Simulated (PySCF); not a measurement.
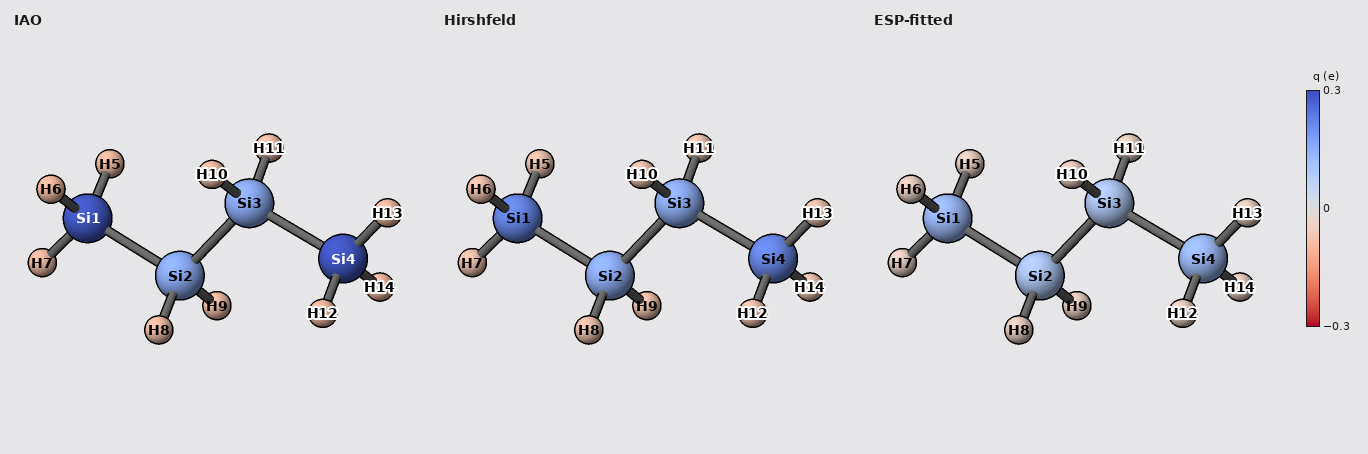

Atomic charges of one calculation by 3 schemes, on one colour scale. The geometry was computed by an optimisation with PBE0-D3(BJ)/def2-SVP. No frequency run is at hand to confirm it as a minimum. Computed with PBE0/aug-cc-pVDZ (PySCF 2.14.0).

Question. Which scheme gives the most polar picture (largest mean size of the charges)?

Answer. The IAO charges are the largest in size here, and the ESP-fitted charges the smallest.

Question. On which atom do the schemes disagree most?

Answer. On Si1 (from 0.12 to 0.28 e); Si4 (from 0.12 to 0.28 e).

List the charges (e), one line for each set of equivalent atoms. Atoms whose distances differ by more than 0.02 Å in this geometry are listed apart.

```json
{"atom": "Si1", "IAO": "0.28", "Hirshfeld": "0.21", "ESP-fitted": "0.12"}
{"atom": "Si2", "IAO": "0.14", "Hirshfeld": "0.14", "ESP-fitted": "0.08"}
{"atom": "Si3", "IAO": "0.14", "Hirshfeld": "0.14", "ESP-fitted": "0.08"}
{"atom": "Si4", "IAO": "0.28", "Hirshfeld": "0.21", "ESP-fitted": "0.12"}
{"atom": "H5", "IAO": "−0.09", "Hirshfeld": "−0.07", "ESP-fitted": "−0.04"}
{"atom": "H6", "IAO": "−0.09", "Hirshfeld": "−0.07", "ESP-fitted": "−0.04"}
{"atom": "H7", "IAO": "−0.09", "Hirshfeld": "−0.07", "ESP-fitted": "−0.04"}
{"atom": "H8", "IAO": "−0.08", "Hirshfeld": "−0.07", "ESP-fitted": "−0.04"}
{"atom": "H9", "IAO": "−0.08", "Hirshfeld": "−0.07", "ESP-fitted": "−0.04"}
{"atom": "H10", "IAO": "−0.08", "Hirshfeld": "−0.07", "ESP-fitted": "−0.04"}
{"atom": "H11", "IAO": "−0.08", "Hirshfeld": "−0.07", "ESP-fitted": "−0.04"}
{"atom": "H12", "IAO": "−0.09", "Hirshfeld": "−0.07", "ESP-fitted": "−0.04"}
{"atom": "H13", "IAO": "−0.09", "Hirshfeld": "−0.07", "ESP-fitted": "−0.04"}
{"atom": "H14", "IAO": "−0.09", "Hirshfeld": "−0.07", "ESP-fitted": "−0.04"}
```
